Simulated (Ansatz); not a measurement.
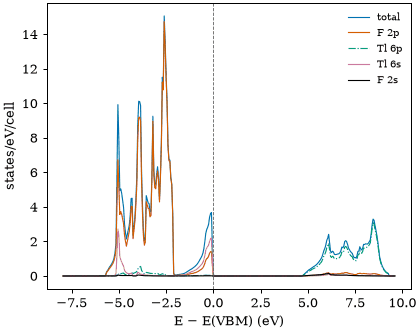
Figure: Total and projected density of states of MgTlF₃ (cubic perovskite, Pm-3m), the program Ansatz at the r²SCAN level (PAW)

Which orbitals carry the states next to the gap?

Top 1 eV of the valence band: Tl 6s 60 %, F 2p 37 %. Bottom 1 eV of the conduction band: Tl 6p 79 %, F 2s 9 %, F 2p 7 %. Projections are on Löwdin-orthogonalised atomic valence shells; empty p or d shells of many metals are not among them.

Where is the tallest occupied peak in this window, and what makes it?

Near -2.6 eV, about 15 states/eV per cell; the largest projected share is F 2p.

The workflow started from a Materials Project entry (that database holds measured and hypothetical structures alike); the Crystallography Open Database copy checked does not list it. Whether it is the stable phase at ambient conditions was not checked. The cell was relaxed with r²SCAN under the symmetry of its start; whether a distortion lowers the energy is not shown. Scalar-relativistic: spin–orbit coupling is off unless named, which matters more the heavier the elements.

Potentials: the later of the program's two PAW sets.
